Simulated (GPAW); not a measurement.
Consider diamond-type (Si)1-x(Ge)x, x = 0.125.

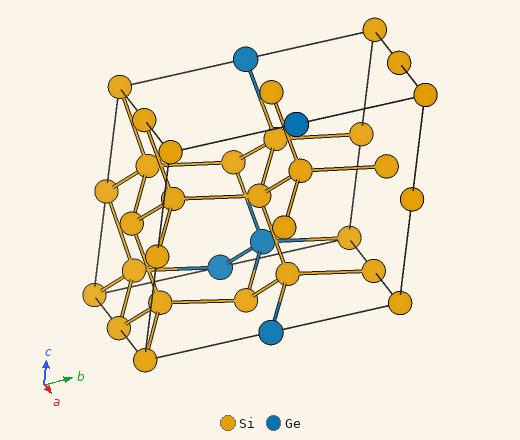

The structure (silicon orange, germanium blue). Bonds to atoms that aren't drawn are left out. Some periodic images of atoms are drawn too.

```xyz
16
Lattice="0.0000 5.4594 5.4594 5.4594 0.0000 5.4594 5.4594 5.4594 0.0000" Properties=species:S:1:pos:R:3 pbc="T T T"
Si    0.0189    5.4527    5.4696
Si    1.3427    1.3897    1.3538
Si    2.7289    2.7321    0.0037
Si    4.1011    4.1004    1.3601
Ge    8.1580   10.8859    8.1593
Ge    4.0954    1.3627    4.0953
Si    5.4642    2.7461    2.7220
Si    6.7999    4.0777    4.1175
Si   10.9117    8.1995    8.1925
Si    1.3687    4.1022    4.0912
Si    8.1965    5.4635    8.1854
Si    4.0934    6.8277    4.0972
Si    8.1599    8.1853    5.4623
Si    4.0956    4.0635    6.7940
Si    5.4504    5.4592    5.4663
Si    6.8137    6.8238    6.8335
```

Absorber: atom 1, with 1 Si at 2.35 Å, 2 Si at 2.35 Å and 1 Ge at 2.38 Å (tetrahedral). Method: GPAW, LDA, excited-electron core hole (neutral cell), 16-atom cell with 7.7 Å between holes, 4×4×4 k points, dipole transitions, Gaussian full width 0.9 eV up to 4 eV, rising linearly to 3.5 eV at 25 eV.

**Question.** Where do the maxima of the Si K edge fall?

Main maxima up to 24 eV above the zero (height): 1.7 eV (1.34), 3.7 eV (1.78), 6.9 eV (1.35), 9.6 eV (1.15), 12.8 eV (1.14) and 17.5 eV (0.82). A K edge sees empty p states on the absorber. The total-energy difference is 1843.58 eV. One term is added: -14.86 eV, since the hole is spin-paired here and a spin-polarised one costs that much less in the free atom (computed apart). The photon energy is then 1828.72 eV. The tabulated edge of the element is 1839 eV. The functional leaves an error in such absolute values: in the free atom LDA prices this hole 7.8 eV below PBE (computed apart), and PBE is itself good to a few eV.

The Si K spectrum (energy from the bottom of the conduction band, which holds the excited electron; intensity scaled to a mean of 1 over the first 20 eV):

| E (eV) | isotropic | ε ∥ x | ε ∥ y |
| --- | --- | --- | --- |
| -2.0 | 0.00 | 0.00 | 0.00 |
| -0.5 | 0.01 | 0.02 | 0.01 |
| 1.0 | 1.00 | 1.01 | 0.98 |
| 2.5 | 1.15 | 1.13 | 1.18 |
| 4.0 | 1.68 | 1.66 | 1.72 |
| 5.5 | 0.89 | 0.92 | 0.85 |
| 7.0 | 1.35 | 1.37 | 1.31 |
| 8.5 | 0.84 | 0.84 | 0.82 |
| 10.0 | 1.11 | 1.10 | 1.14 |
| 11.5 | 0.98 | 0.98 | 0.98 |
| 13.0 | 1.13 | 1.12 | 1.15 |
| 14.5 | 0.81 | 0.81 | 0.82 |
| 16.0 | 0.72 | 0.72 | 0.74 |
| 17.5 | 0.82 | 0.81 | 0.84 |
| 19.0 | 0.77 | 0.78 | 0.75 |
| 20.5 | 0.74 | 0.75 | 0.73 |
| 22.0 | 0.66 | 0.66 | 0.65 |
| 23.5 | 0.65 | 0.66 | 0.64 |
| 25.0 | 0.79 | 0.80 | 0.78 |

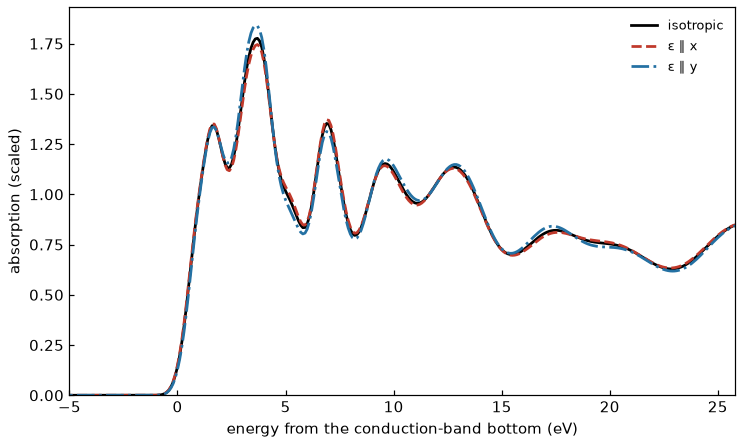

The Si K edge.

The mesh is coarse (0.25 Å⁻¹ between points), so small maxima may be mesh ripples.

[Banner, clock and machine lines of the logs are left out without a mark of their own.]

[Logs are printed without paths, hosts, clocks, repeated set-up lines and the standing remarks that a program may print on its own settings, such as how far it seeks lower states.]

[Hosts, paths, dates, database ids (printed as entryN), source tags and the programs' standing remarks are cut or masked in the printed files.]

[Lists of maxima count a maximum above −3 eV only where it reaches 4 % of the highest in the window and stands out from its surroundings by 2 % of it (1.5 % where it reaches 55 %); shoulders and weaker maxima are passed over, and of the rest the first, up to two pre-edge ones and the few strongest are named.]
